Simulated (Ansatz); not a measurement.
## Electronic structure of H5N2OY in real space

Input

```
crystal:
  periodic: [false, false, false]
  atoms:
    - {symbol: "N", position_ang: [-0.965876, 1.703741, 0.461283]}
    - {symbol: "N", position_ang: [1.866424, -0.376324, -0.653585]}
    - {symbol: O, position_ang: [-1.156347, -1.926952, 0.654584]}
    - {symbol: "Y", position_ang: [-0.118814, -0.254003, 0.170239]}
    - {symbol: H, position_ang: [-1.883634, 1.943625, 0.836169]}
    - {symbol: H, position_ang: [-0.521730, 2.597821, 0.248246]}
    - {symbol: H, position_ang: [2.462429, 0.406058, -0.926833]}
    - {symbol: H, position_ang: [2.413979, -1.212880, -0.855395]}
    - {symbol: H, position_ang: [-1.645848, -2.714992, 0.882897]}
basis:
  gaussian: {orbitals: def2-TZVPD}
hamiltonian: {xc: {name: PBE0}}
output: {forces: true, orbitals: {seedname: orbitals}}
```

Launched as:

```sh
ansatz run input.yaml --threads 2 --pin off --max-ram 5220MiB --events-out events.jsonl --progress --plain --runs-dir runs
```

Geometry: PBE0-D4/def2-SVP; core potentials replace the inner electrons of Y.

These are results of isolated molecule in a Gaussian basis; Kohn-Sham density functional theory, functional PBE0 (Ansatz 0.2.0), not measurements.

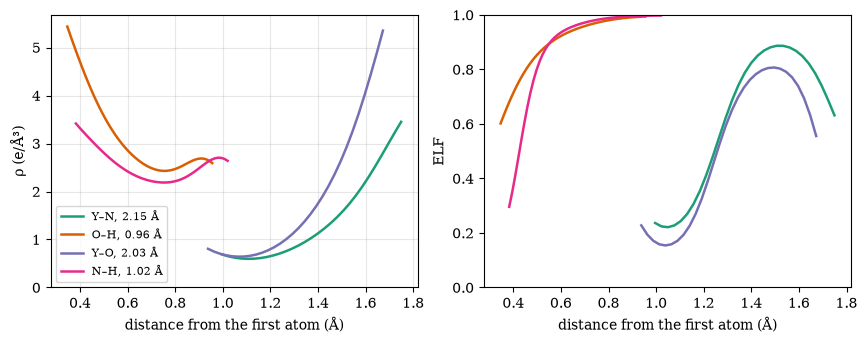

Figure 1. Electron density and electron localisation function along straight lines between neighbouring atoms. The curves leave out the atomic cores.

What kind of bonding do the profiles show?

Answer. Y–N (2.15 Å): the density is about 0.6 e/Å³ at the midpoint; the ELF peaks at about 0.90 in the valence shell of N, 0.6 Å from its nucleus, and drops to about 0.20 between the two atoms; a largely ionic contact.
O–H (0.96 Å): ρ at the midpoint is about 3.8 e/Å³; the ELF climbs to about 1 towards the hydrogen, as it does in any bond to H: a covalent bond by its length.
Y–O (2.03 Å): the density is about 0.67 e/Å³ at the midpoint; the ELF peaks at about 0.80 in the valence shell of O, 0.5 Å from its nucleus, and drops to about 0.15 between the two atoms (an ionic contact with no shared pair).
N–H (1.02 Å): the density is about 2.8 e/Å³ at the midpoint; the ELF climbs to about 1 towards the hydrogen; a covalent bond by its length.

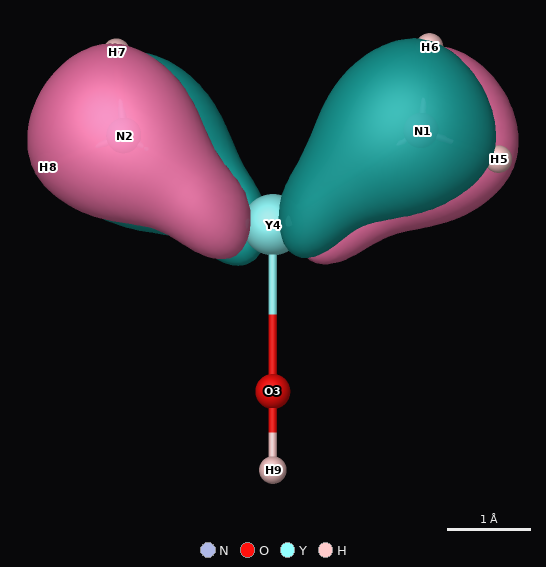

Figure 2. The HOMO−1 at ±0.1 Å⁻³ᐟ² (teal and pink are the two phases), seen at a tilt.

What is the character of this orbital?

Answer. Its weight (Hirshfeld) is mainly on N1 (about 35 %), N2 (about 35 %) and Y4 (about 20 %); it changes sign across the molecular plane (π type); π-bonding across N2–Y4; π-antibonding (a node) across N1–Y4. Its energy is −6.67 eV.
